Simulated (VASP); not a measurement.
Given:

```xyz
1
Lattice="-1.4094 1.4094 1.4094 1.4094 -1.4094 1.4094 1.4094 1.4094 -1.4094" Properties=species:S:1:pos:R:3 pbc="T T T"
Fe     0.0000     0.0000     0.0000
```
Starting moments (μB, in the order of the record's atoms Fe): 2.1.

Calculation: optB88-vdW, VASP's PBE PAW potentials (set 64) (plane waves; VASP). Run with 520 eV cut-off, 20×20×20 Γ-centred mesh, tetrahedra with Blöchl corrections, potentials Fe.

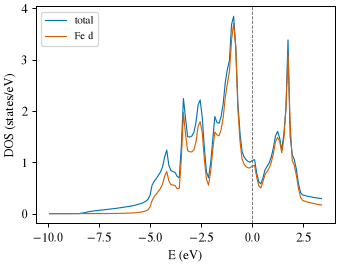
Fig. 1. Total and projected density of states, zero at the Fermi level

Within 2 eV below the Fermi level the largest weight inside VASP's projection spheres is Fe d.

It has no gap at this level: it comes out as a metal or semimetal.

The compound is Fe in the bcc structure. It was relaxed first, which changed the volume by -5 %.
